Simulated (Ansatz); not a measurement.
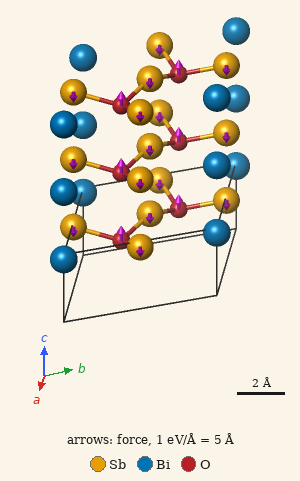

Starting geometry of a crystal of BiSb₃O₂ (a generated structure, set up in P6mm) with the computed forces as purple arrows. A ball-and-stick model of the cell of the calculation, repeated 1 × 1 × 3 with one cell outlined, seen from a free direction.

Method: Ansatz 0.2.0, DFT PBE, scalar-relativistic, plane waves, PAW. Set-up: plane-wave cutoff 420 eV; k-point mesh 6 × 6 × 12; occupations gaussian; smearing width 0.1 eV; no spin polarisation; cell and atoms relaxed; force threshold 0.01 eV/Å; at most 80 steps.

> What follows when this structure is relaxed?

It isn't relaxed: the largest force vector, on O atoms, is 0.14 eV/Å. The atoms end up moving mostly along the starting forces (cosine between the two patterns 0.90). After 6 accepted moves (9 points after the start) the energy has fallen by 78.8 meV per cell of the calculation. Largest force component: 0.14 eV/Å at the start, 0.00013 eV/Å at the end. The pressure goes from −0.07 to 0.00 GPa. The line search rejected the trial step at point 4 of the run. At 2 points the geometry stayed and the basis and grid were re-selected for the new cell (energy shift of 6.2 meV per cell of the calculation at most each time). The largest moves relative to the cell, 0.35 Å, are those of O atoms. Largest moves by element: O 0.35 Å, Bi 0.21 Å, Sb 0.17 Å. The volume changes by +3.0 %, with a = b 7.245 → 7.400 Å (+2.1 %), c 3.204 → 3.162 Å (−1.3 %). Among the contacts that change: O–Sb 2.157 → 2.136 Å. Among the angles between lasting bonds that change: O–Sb–O 151.8° → 180.0°, Sb–O–Sb 114.3° → 120.0°. The space group (tolerance 0.01 Å) goes from P6mm (No. 183) to P6/mmm (No. 191).
